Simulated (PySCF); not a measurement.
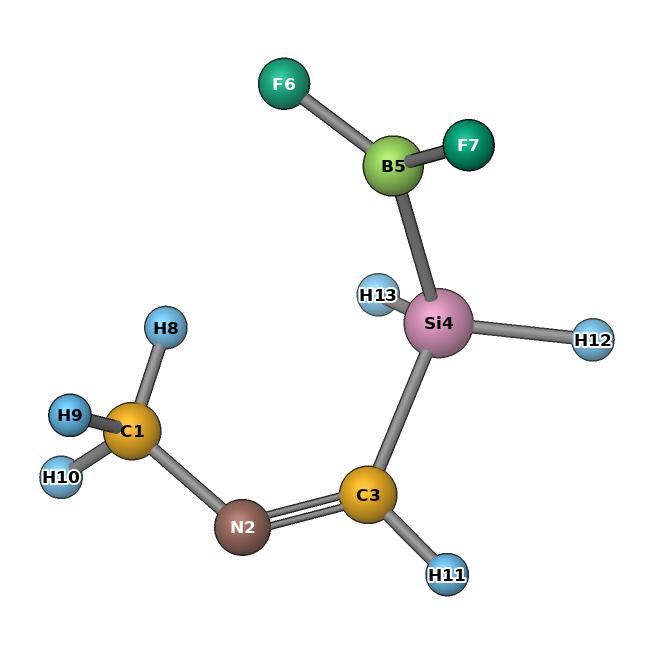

Atoms fade into the background with distance from the viewer. The computed structure is the end point of a PBE0-D3(BJ)/def2-SVP optimisation. No frequency run is at hand to confirm it as a minimum.

### Find the stereocentres and stereogenic double bonds.

Double bonds: N2=C3.

### Give the R/S and E/Z labels.

N2=C3: Z.

### Write the isomeric SMILES.

C/N=C\[SiH2]B(F)F
